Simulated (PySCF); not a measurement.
**C₂H₈OSi: density, localisation and related maps**

Input

```
{"job": {"kind": "sp", "xc": "wB97X", "basis": "def2-TZVP", "d3": "d3bj", "grid": 2}, "charge": 0, "multiplicity": 1}
C     -1.775933     0.617134     0.440157
C     -0.649588    -0.095942    -0.269008
O      0.563008     0.162371     0.397668
Si     2.037209    -0.413125    -0.113143
H     -2.735018     0.425320    -0.064015
H     -1.852999     0.273066     1.482154
H     -1.597195     1.702525     0.451190
H     -0.847919    -1.185757    -0.296717
H     -0.590161     0.243041    -1.322479
H      2.352410     0.074557    -1.493763
H      2.051171    -1.910594    -0.133666
H      3.050176     0.093013     0.850885
```

Launched as:

```sh
OMP_NUM_THREADS=1 python redox_run.py task.json out
```

Geometry: PBE0-D3(BJ)/def2-SVP.

Level of theory: DFT single point, gas phase, functional wB97X (PySCF 2.14.0, density-fitted response routines).

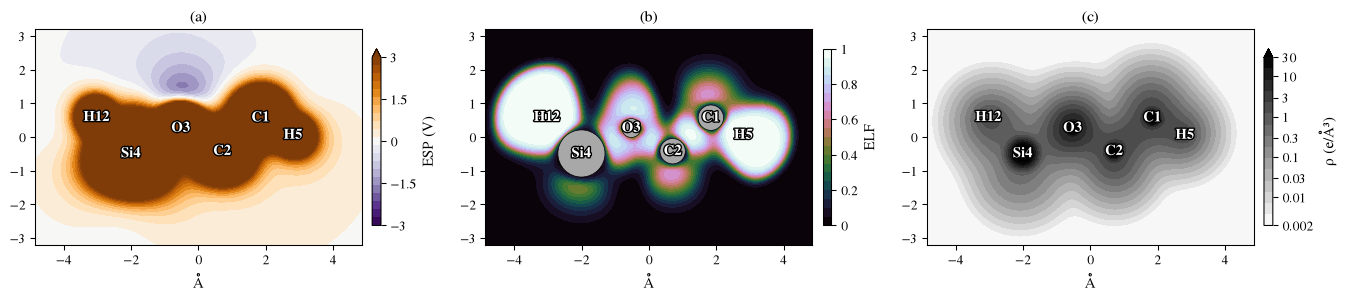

Figure 1. (a) molecular electrostatic potential; (b) ELF; (c) total electron density on the plane of atoms C1, C2 and O3. Grey discs cover the atomic cores in the ELF map.

**What do the fields say about this system?**

- The section cuts through C, O, Si and H sites.
- C–O (1.41 Å): ρ is about 2 e/Å³ halfway, with its minimum of 1.7 e/Å³ about 0.5 Å from C; the ELF peaks at about 0.85 between the atoms (a shared but strongly polarised pair).
- C–C (1.51 Å): ρ at the midpoint is about 1.8 e/Å³; the ELF peaks at about 0.95 between the atoms, as expected for a shared electron pair.
- Si–O (1.66 Å): ρ is about 1.1 e/Å³ halfway; the ELF peaks at about 0.85 between the atoms (a polar covalent bond).
- C–H (1.10 Å): ρ is about 1.9 e/Å³ halfway; the ELF climbs to about 1 towards the hydrogen, as it does in any bond to H: an ordinary covalent bond to hydrogen.
- Si–H (1.49 Å): ρ is about 0.83 e/Å³ halfway; the ELF climbs to about 1 towards the hydrogen.
- The ELF also peaks beside O3, away from the bonds: lone-pair regions.
- Outside the dense part of the molecule the potential is most negative (−1.6 V) near O3.

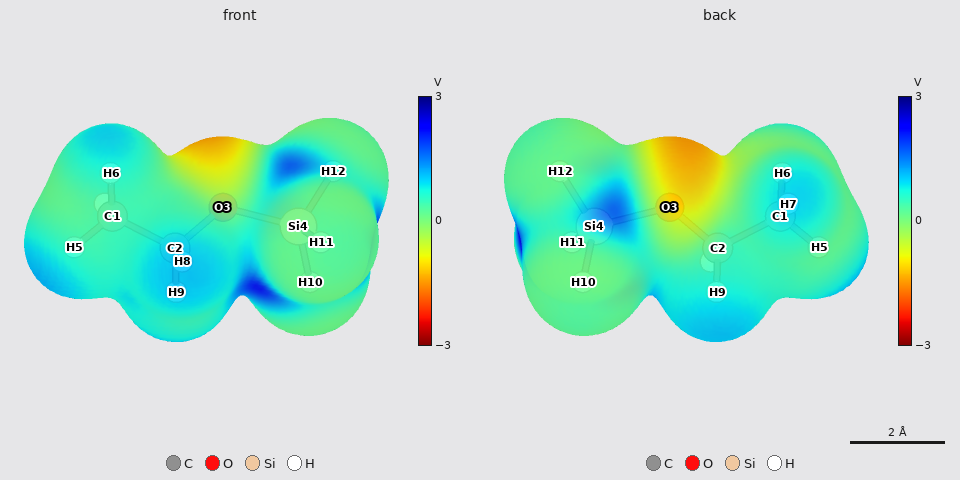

Figure 2. The molecular electrostatic potential painted on the density surface at 0.004 e/bohr³, seen from the front and from behind; the colour scale runs from red (negative) to blue (positive).

**Where is the surface potential most negative and most positive?**

The most negative region (about −1.4 V, or −32 kcal/mol for a unit charge) lies over O3, the most positive (about +2.2 V, or +51 kcal/mol for a unit charge) over Si4. O3 is the likeliest acceptor of a hydrogen bond.

**How polar is the molecule by this calculation?**

Its dipole moment is 1.05 D.
